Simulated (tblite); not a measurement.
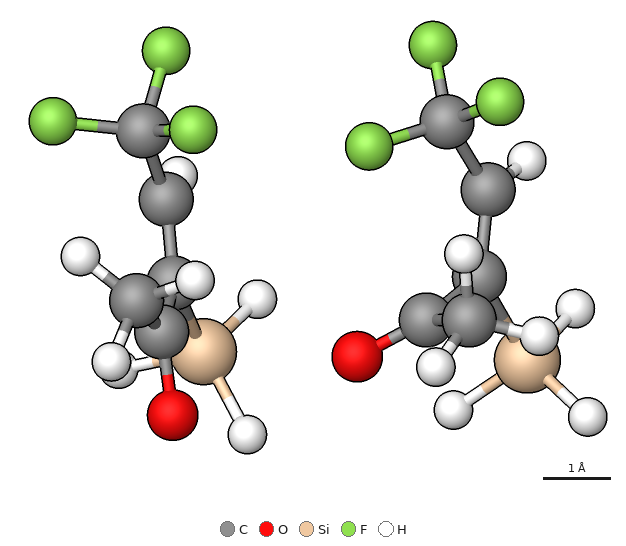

Two geometries of C₅H₇F₃OSi, drawn at one scale. One is the start of a relaxation, the other its converged end. The picture is a ball-and-stick view, seen from a free direction.

Computed with GFN2-xTB geometry optimisation, gas phase (tblite 0.8.0). 

> Which of the two is the end point?

The right one is the relaxed one. The energy falls by 1.026 eV in 198 geometry steps. The atom that moves furthest after the best rigid fit is the O atom (2.16 Å). By element the largest moves are O 2.16 Å, H 1.31 Å, C 0.77 Å, F 0.70 Å, Si 0.31 Å. Among the contacts that change: C–H 1.170 → 1.087 Å, C–F 1.418 → 1.341 Å, C–O 1.270 → 1.205 Å, C–F 1.392 → 1.340 Å. Bond angles that change, for instance: C–C–C 130.2° → 114.6°, H–C–H 100.2° → 110.5°, C–C–O 114.4° → 124.1°. Groups turn about C–C by about 70°, C–C by about 45°, C–Si by about 35°.
